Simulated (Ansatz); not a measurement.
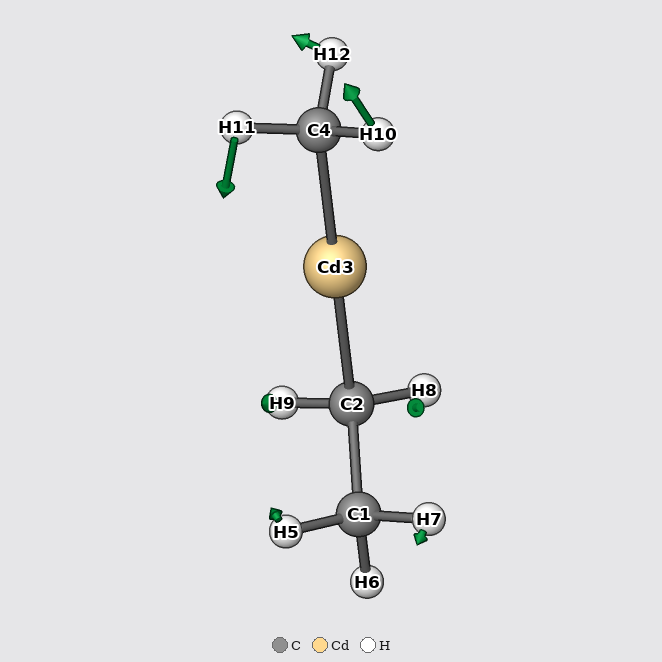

The arrows show one normal mode. Harmonic vibrations computed with RKS PBE0-D4/def2-TZVP, core potentials on Cd (Ansatz 0.2.0) at a stationary point of the same level.

Q: Describe the motion.

A: Mostly Cd–C–H bending.

Q: Estimate its harmonic wavenumber.

A: 685 cm⁻¹; it is mode 10 of 30 counted from the lowest.
